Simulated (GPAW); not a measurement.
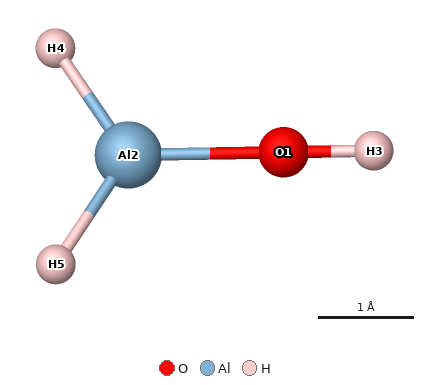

**Figure 1.** The structure as given in the input (ball-and-stick view, seen at a tilt; atoms are numbered from 1 in the order of the input). Sticks mark near contacts. Bond lengths as drawn: Al–H 1.53 Å, Al–O 1.64 Å and H–O 0.95 Å.

## AlH₃O: property calculation

AlH₃O, computed with PBE/dzp, scalar-relativistic datasets (GPAW 26.7.0).

The geometry comes from this level: GFN2-xTB.

### The program's output
```
__  _  _
 | _ |_)|_||  |
 |__||  | ||/\| - 26.7.0

units:  Angstrom and eV
cores:  1
OpenMP: False

Versions:
  Python: 3.12.14
  ASE:    3.29.0
  Numpy:  2.5.5
  Scipy:  1.18.1
  Libxc:  7.0.0

        _gpaw.cpython-312-aarch64-linux-gnu.so

Input parameters:
  mode=LCAO(),
  basis={'default': 'dzp'},
  h=0.18,
  maxiter=150,
  xc=XC(name='PBE')
         .--------------------------.
        /|                          |
       / |                          |
      /  |                          |
     /   |                          |
    /    |                          |
   /     |                          |
  /      |                          |
 *       |                          |
 |       |          H               |
 |       |                          |
 |       |        AOH               |
 |       |      H                   |
 |       |                          |
 |       .--------------------------.
 |      /                          /
 |     /                          /
 |    /                          /
 |   /                          /
 |  /                          /
 | /                          /
 |/                          /
 *--------------------------*

Atoms  # Å, Bohr magnetons
|   | symbol |        x |        y |        z |    initial magnetic moments |
|---|--------|----------|----------|----------|-----------------------------|
| 0 |      O | 6.113010 | 5.225430 | 6.487460 | ( 0.0000,  0.0000,  0.0000) |
| 1 |     Al | 5.416900 | 6.476970 | 5.697690 | ( 0.0000,  0.0000,  0.0000) |
| 2 |      H | 6.517240 | 4.500000 | 6.945240 | ( 0.0000,  0.0000,  0.0000) |
| 3 |      H | 4.500000 | 6.214000 | 4.500000 | ( 0.0000,  0.0000,  0.0000) |
| 4 |      H | 5.683660 | 7.913400 | 6.156210 | ( 0.0000,  0.0000,  0.0000) |

Unit cell  # Å
| periodic |         x |         y |         z |   lengths |    angles |
|----------|-----------|-----------|-----------|-----------|-----------|
|       no | 11.017240 |  0.000000 |  0.000000 | 11.017240 | 90.000000 |
|       no |  0.000000 | 12.413400 |  0.000000 | 12.413400 | 90.000000 |
|       no |  0.000000 |  0.000000 | 11.445240 | 11.445240 | 90.000000 |

Number of symmetries: 1
Symmetry operations  # r_c * U_cc + t_c -> r_c
|   | kind |            matrix            |
|---|------|------------------------------|
| 0 |  E   |  1, 0, 0,  0, 1, 0,  0, 0, 1 |

BZ-sampling:
  Number of BZ points: 1
  Number of IBZ points: 1

  Monkhorst-Pack size: [1, 1, 1]
  Monkhorst-Pack shift: [0, 0, 0]

K-points  # in reciprocal-cell coordinates
|   |                                coordinates |     weight |
|---|--------------------------------------------|------------|
| 0 | (  0.00000000,   0.00000000,   0.00000000) | 1.00000000 |

basis functions: 41
Spin-components: 1 (collinear spins)
Bands:           11
Projectors:      19
Spin-degeneracy: 2
Datatype:        <class 'float'>

  Storage: CPU
  Wave functions: 3_608 bytes (3_608 per core)

Parallelization:
  kpt:    1
  domain: 1
  band:   1

Density:
  Valence electrons: 12.0
  Components: 1
  Grid points: [60 68 64]
  Charge: 0.0  # |e|

Potential:
  Grid points: [60 68 64]

species:
  O:
    name:    Oxygen
    Z:       8.0
    valence: 6
    core:    2
    charge:  0.0  # [|e|]
    file:    O.PBE.gz
    compensation charges:
      type: gauss
      rc: 0.21  # [Å]
      lmax: 2
    cutoffs:
      filter: 1.17  # [Å]
      core: 0.83  # [Å]
    projectors
    | kind |    occ | energy [eV] | rcut [Å] |
    |------|--------|-------------|----------|
    |   2s |  2.000 |     -23.961 |    0.688 |
    |   2p |  4.000 |      -9.029 |    0.598 |
    |    s |        |       3.251 |    0.688 |
    |    p |        |      18.182 |    0.598 |
    |    d |        |       0.000 |    0.619 |

    LCAO basis set for O:
      Name: dzp
      File: O.dzp.basis.gz
      Number of radial functions: 5
      Number of spherical harmonics: 13
        l=0, rc=4.3438 Bohr: 2s-sz confined orbital
        l=1, rc=5.3906 Bohr: 2p-sz confined orbital
        l=0, rc=2.2969 Bohr: 2s-dz split-valence wave
        l=1, rc=2.8906 Bohr: 2p-dz split-valence wave
        l=2, rc=5.3906 Bohr: d-type Gaussian polarization
      Number of RI-basis functions 0

  Al:
    name:    Aluminium
    Z:       13.0
    valence: 3
    core:    10
    charge:  0.0  # [|e|]
    file:    Al.PBE.gz
    compensation charges:
      type: gauss
      rc: 0.34  # [Å]
      lmax: 2
    cutoffs:
      filter: 1.91  # [Å]
      core: 2.36  # [Å]
    projectors
    | kind |    occ | energy [eV] | rcut [Å] |
    |------|--------|-------------|----------|
    |   3s |  2.000 |      -7.753 |    1.085 |
    |   3p |  1.000 |      -2.712 |    1.085 |
    |    s |        |      19.459 |    1.085 |
    |    p |        |      24.499 |    1.085 |
    |    d |        |       0.000 |    1.085 |

    LCAO basis set for Al:
      Name: dzp
      File: Al.dzp.basis.gz
      Number of radial functions: 5
      Number of spherical harmonics: 13
        l=0, rc=7.8750 Bohr: 3s-sz confined orbital
        l=1, rc=10.4219 Bohr: 3p-sz confined orbital
        l=0, rc=4.6094 Bohr: 3s-dz split-valence wave
        l=1, rc=6.2812 Bohr: 3p-dz split-valence wave
        l=2, rc=10.4219 Bohr: d-type Gaussian polarization
      Number of RI-basis functions 0

  H:
    name:    Hydrogen
    Z:       1.0
    valence: 1
    core:    0
    charge:  0.0  # [|e|]
    file:    H.PBE.gz
    compensation charges:
      type: gauss
      rc: 0.15  # [Å]
      lmax: 2
    cutoffs:
      filter: 0.85  # [Å]
      core: 0.53  # [Å]
    projectors
    | kind |    occ | energy [eV] | rcut [Å] |
    |------|--------|-------------|----------|
    |   1s |  1.000 |      -6.494 |    0.476 |
    |    s |        |      20.717 |    0.476 |
    |    p |        |       0.000 |    0.476 |

    LCAO basis set for H:
      Name: dzp
      File: H.dzp.basis.gz
      Number of radial functions: 3
      Number of spherical harmonics: 5
        l=0, rc=6.4219 Bohr: 1s-sz confined orbital
        l=0, rc=3.6094 Bohr: 1s-dz split-valence wave
        l=1, rc=6.4219 Bohr: p-type Gaussian polarization
      Number of RI-basis functions 0

Reference energy: -8681.746053  # eV

eigensolver:
  <gpaw.new.lcao.eigensolver.LCAOEigensolver object at 0xe8d935373d70>
density mixing:
  MSR1-Mixer
  Pratt-step length: 0.05
  Maximum mixing coefficient: 0.75
  Old densities: 10
  SVD Regularization: 0.005
  Good broyden scale: 1.0
  Trust region scale: 1.0
  Backstep threshold: 4.0
  History deletion threshold: 6.0
  Fourier metric: weight=20.0, sigma=0.015

occupation numbers:
  # Zero width

FastPoissonSolver using
    Stencil: 6*3+1=19 point O(h^6) finite-difference Laplacian
    FFT axes: []
    FST axes: [np.int64(0), np.int64(2), np.int64(1)]

xc functional:
  name: PBE with 2 nearest neighbor stencil
interpolation: tri-quintic # 5. degree polynomial

         .--------------------------.
        /|                          |
       / |                          |
      /  |                          |
     /   |                          |
    /    |                          |
   /     |                          |
  /      |                          |
 *       |                          |
 |       |          H               |
 |       |                          |
 |       |        AOH               |
 |       |      H                   |
 |       |                          |
 |       .--------------------------.
 |      /                          /
 |     /                          /
 |    /                          /
 |   /                          /
 |  /                          /
 | /                          /
 |/                          /
 *--------------------------*

Atoms  # Å, Bohr magnetons
|   | symbol |        x |        y |        z |    initial magnetic moments |
|---|--------|----------|----------|----------|-----------------------------|
| 0 |      O | 6.113010 | 5.225430 | 6.487460 | ( 0.0000,  0.0000,  0.0000) |
| 1 |     Al | 5.416900 | 6.476970 | 5.697690 | ( 0.0000,  0.0000,  0.0000) |
| 2 |      H | 6.517240 | 4.500000 | 6.945240 | ( 0.0000,  0.0000,  0.0000) |
| 3 |      H | 4.500000 | 6.214000 | 4.500000 | ( 0.0000,  0.0000,  0.0000) |
| 4 |      H | 5.683660 | 7.913400 | 6.156210 | ( 0.0000,  0.0000,  0.0000) |

Unit cell  # Å
| periodic |         x |         y |         z |   lengths |    angles |
|----------|-----------|-----------|-----------|-----------|-----------|
|       no | 11.017240 |  0.000000 |  0.000000 | 11.017240 | 90.000000 |
|       no |  0.000000 | 12.413400 |  0.000000 | 12.413400 | 90.000000 |
|       no |  0.000000 |  0.000000 | 11.445240 | 11.445240 | 90.000000 |

Number of symmetries: 1
Symmetry operations  # r_c * U_cc + t_c -> r_c
|   | kind |            matrix            |
|---|------|------------------------------|
| 0 |  E   |  1, 0, 0,  0, 1, 0,  0, 0, 1 |

BZ-sampling:
  Number of BZ points: 1
  Number of IBZ points: 1

  Monkhorst-Pack size: [1, 1, 1]
  Monkhorst-Pack shift: [0, 0, 0]

K-points  # in reciprocal-cell coordinates
|   |                                coordinates |     weight |
|---|--------------------------------------------|------------|
| 0 | (  0.00000000,   0.00000000,   0.00000000) | 1.00000000 |

basis functions: 41
Spin-components: 1 (collinear spins)
Bands:           11
Projectors:      19
Spin-degeneracy: 2
Datatype:        <class 'float'>

  Storage: CPU
  Wave functions: 3_608 bytes (3_608 per core)

Parallelization:
  kpt:    1
  domain: 1
  band:   1

Density:
  Valence electrons: 12.0
  Components: 1
  Grid points: [60 68 64]
  Charge: 0.0  # |e|

Potential:
  Grid points: [60 68 64]

species:
  O:
    name:    Oxygen
    Z:       8.0
    valence: 6
    core:    2
    charge:  0.0  # [|e|]
    file:    O.PBE.gz
    compensation charges:
      type: gauss
      rc: 0.21  # [Å]
      lmax: 2
    cutoffs:
      filter: 1.17  # [Å]
      core: 0.83  # [Å]
    projectors
    | kind |    occ | energy [eV] | rcut [Å] |
    |------|--------|-------------|----------|
    |   2s |  2.000 |     -23.961 |    0.688 |
    |   2p |  4.000 |      -9.029 |    0.598 |
    |    s |        |       3.251 |    0.688 |
    |    p |        |      18.182 |    0.598 |
    |    d |        |       0.000 |    0.619 |

    LCAO basis set for O:
      Name: dzp
      File: O.dzp.basis.gz
      Number of radial functions: 5
      Number of spherical harmonics: 13
        l=0, rc=4.3438 Bohr: 2s-sz confined orbital
        l=1, rc=5.3906 Bohr: 2p-sz confined orbital
        l=0, rc=2.2969 Bohr: 2s-dz split-valence wave
        l=1, rc=2.8906 Bohr: 2p-dz split-valence wave
        l=2, rc=5.3906 Bohr: d-type Gaussian polarization
      Number of RI-basis functions 0

  Al:
    name:    Aluminium
    Z:       13.0
    valence: 3
    core:    10
    charge:  0.0  # [|e|]
    file:    Al.PBE.gz
    compensation charges:
      type: gauss
      rc: 0.34  # [Å]
      lmax: 2
    cutoffs:
      filter: 1.91  # [Å]
      core: 2.36  # [Å]
    projectors
    | kind |    occ | energy [eV] | rcut [Å] |
    |------|--------|-------------|----------|
    |   3s |  2.000 |      -7.753 |    1.085 |
    |   3p |  1.000 |      -2.712 |    1.085 |
    |    s |        |      19.459 |    1.085 |
    |    p |        |      24.499 |    1.085 |
    |    d |        |       0.000 |    1.085 |

    LCAO basis set for Al:
      Name: dzp
      File: Al.dzp.basis.gz
      Number of radial functions: 5
      Number of spherical harmonics: 13
        l=0, rc=7.8750 Bohr: 3s-sz confined orbital
        l=1, rc=10.4219 Bohr: 3p-sz confined orbital
        l=0, rc=4.6094 Bohr: 3s-dz split-valence wave
        l=1, rc=6.2812 Bohr: 3p-dz split-valence wave
        l=2, rc=10.4219 Bohr: d-type Gaussian polarization
      Number of RI-basis functions 0

  H:
    name:    Hydrogen
    Z:       1.0
    valence: 1
    core:    0
    charge:  0.0  # [|e|]
    file:    H.PBE.gz
    compensation charges:
      type: gauss
      rc: 0.15  # [Å]
      lmax: 2
    cutoffs:
      filter: 0.85  # [Å]
      core: 0.53  # [Å]
    projectors
    | kind |    occ | energy [eV] | rcut [Å] |
    |------|--------|-------------|----------|
    |   1s |  1.000 |      -6.494 |    0.476 |
    |    s |        |      20.717 |    0.476 |
    |    p |        |       0.000 |    0.476 |

    LCAO basis set for H:
      Name: dzp
      File: H.dzp.basis.gz
      Number of radial functions: 3
      Number of spherical harmonics: 5
        l=0, rc=6.4219 Bohr: 1s-sz confined orbital
        l=0, rc=3.6094 Bohr: 1s-dz split-valence wave
        l=1, rc=6.4219 Bohr: p-type Gaussian polarization
      Number of RI-basis functions 0

Reference energy: -8681.746053  # eV

eigensolver:
  <gpaw.new.lcao.eigensolver.LCAOEigensolver object at 0xe8d93523e5d0>
density mixing:
  MSR1-Mixer
  Pratt-step length: 0.05
  Maximum mixing coefficient: 0.75
  Old densities: 10
  SVD Regularization: 0.005
  Good broyden scale: 1.0
  Trust region scale: 1.0
  Backstep threshold: 4.0
  History deletion threshold: 6.0
  Fourier metric: weight=20.0, sigma=0.015

occupation numbers:
  # Zero width

FastPoissonSolver using
    Stencil: 6*3+1=19 point O(h^6) finite-difference Laplacian
    FFT axes: []
    FST axes: [np.int64(0), np.int64(2), np.int64(1)]

xc functional:
  name: PBE with 2 nearest neighbor stencil
interpolation: tri-quintic # 5. degree polynomial

Initialization done in: 3.383 s

convergence criteria:
- Maximum [total energy] change in last 3 cyles: 0.0005 eV / valence electron
- Maximum integral of absolute [dens]ity change: 0.0001 electrons / valence electron
- Maximum integral of absolute [eigenst]ate change: 4e-08 eV^2 / valence electron
maximum number of iterations: 150

SCF iterations
|iter     |     time |      energy | eigst |  dens |
|---------|----------|-------------|-------|-------|
|iter:   1| 00:00:04 |  -22.174253 |      c|       |
|iter:   2| 00:00:04 |  -21.656190 |      c| -0.57 |
|iter:   3| 00:00:05 |  -19.759347 |      c| -0.61 |
|iter:   4| 00:00:05 |  -19.712252 |      c| -1.17 |
|iter:   5| 00:00:06 |  -19.697944 |      c| -1.54 |
|iter:   6| 00:00:06 |  -19.698098 |      c| -2.07 |
|iter:   7| 00:00:07 |  -19.698078c|      c| -2.84 |
|iter:   8| 00:00:07 |  -19.698077c|      c| -3.70 |
|iter:   9| 00:00:08 |  -19.698077c|      c| -4.50c|

Converged in 9 steps
SCF loop duration: 4.126 s (0.458 s/step)
Energy contributions relative to reference atoms: (reference = -8681.746053)

Energy contributions:
  Kinetic:          26.375657
  Coulomb:         -24.844133
  Zero:              0.200370
  External:          0.000000
  Xc:              -21.429970
  Entropy:           0.000000
  Spinorbit:         0.000000
  ----------------------------
  Free energy:     -19.698077
  Extrapolated:    -19.698077

dipole moment: (0.114999, -0.207906, 0.130648)  # |e|*Ang

Fermi level: -3.897
Eigenvalues  # (at kpt = [0.000, 0.000, 0.000])
| band index |      eig [eV] | occ [0-2] |
|------------|---------------|-----------|
|          0 |       -24.183 |     2.000 |
|          1 |       -13.276 |     2.000 |
|          2 |        -8.958 |     2.000 |
|          3 |        -7.868 |     2.000 |
|          4 |        -7.643 |     2.000 |
|          5 |        -6.439 |     2.000 |
|          6 |        -1.355 |     0.000 |
|          7 |         0.184 |     0.000 |
|          8 |         1.761 |     0.000 |
|          9 |         2.769 |     0.000 |
|         10 |         3.263 |     0.000 |

Gap: 5.084 eV
Transition (v -> c):
  (s=0, k=0, n=5, [0.00, 0.00, 0.00]) -> (s=0, k=0, n=6, [0.00, 0.00, 0.00])
No difference between direct/indirect transitions
vacuum-level: 0.000  # V
Energy                  -19.69808 eV

Forces  # eV/Ang
|        x |        y |        z |
|----------|----------|----------|
|  0.21151 | -0.55401 |  0.32362 |  # O    0
| -0.45356 |  0.82704 | -0.51602 |  # Al   1
|  0.46087 | -0.81828 |  0.51484 |  # H    2
| -0.50923 | -0.24664 | -0.66868 |  # H    3
|  0.20608 |  0.77341 |  0.33174 |  # H    4

Force computation time: 0.137  # s
Forces (eV/Ang)
O     0.2115   -0.5540    0.3236
Al   -0.4536    0.8270   -0.5160
H     0.4609   -0.8183    0.5148
H    -0.5092   -0.2466   -0.6687
H     0.2061    0.7734    0.3317
Dipole                  1.302 D
HOMO = -6.439 eV
LUMO                    -1.355 eV
Gap                     5.084 eV
```

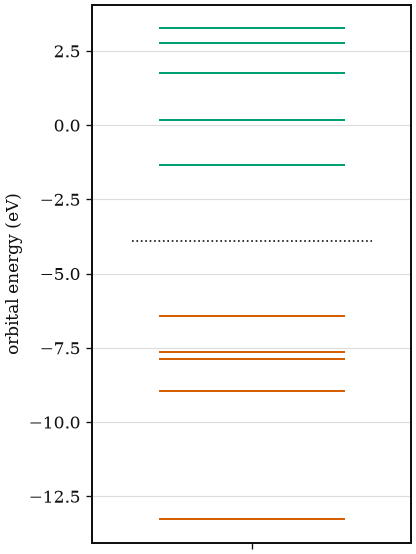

**Figure 2.** Orbital energies near the frontier; the dotted line parts filled from empty levels, and levels within 0.02 eV of each other stand side by side. Highest filled −6.44 eV, lowest empty −1.36 eV, 5.08 eV apart.

This output came from the following input.

### Input file (calc.py)
```python
import numpy as np
from ase import Atoms
from ase.units import Debye
from gpaw import GPAW

# Structure
atoms = Atoms(["O", "Al", "H", "H", "H"],
    positions=[[  0.466850,  -0.840530,   0.530140],
               [ -0.229260,   0.411010,  -0.259630],
               [  0.871080,  -1.565960,   0.987920],
               [ -1.146160,   0.148040,  -1.457320],
               [  0.037500,   1.847440,   0.198890]])
atoms.center(vacuum=4.5)

# GPAW settings
dft = GPAW(mode="lcao", basis="dzp", h=0.18, xc="PBE", maxiter=150, txt="-")
atoms.calc = dft

energy = atoms.get_potential_energy()
print(f"Energy                  {energy:.5f} eV")
forces = atoms.get_forces()
print("Forces (eV/Ang)")
for symbol, f in zip(atoms.symbols, forces):
    print(f'{symbol:2} {f[0]:9.4f} {f[1]:9.4f} {f[2]:9.4f}')
dipole = atoms.get_dipole_moment() / Debye
print(f"Dipole                  {np.linalg.norm(dipole):.3f} D")
homo, lumo = dft.get_homo_lumo()
print(f"HOMO = {homo:.3f} eV")
print(f"LUMO                    {lumo:.3f} eV")
print(f"Gap                     {lumo - homo:.3f} eV")
```

Launch command:
```bash
OMP_NUM_THREADS=1 python calc.py
```

### Results in brief

```tsv
quantity	value
outcome	converged
energy relative to the program's reference atoms	−19.6981 eV
basis functions	41
largest force	1.075 eV/Å
HOMO	−6.44 eV
LUMO	−1.36 eV
dipole moment	1.30 D
hardware	1 thread of Arm Neoverse V2, 24 GiB of memory available, shared host
wall time	8.3 s
peak memory	0.63 GiB
```
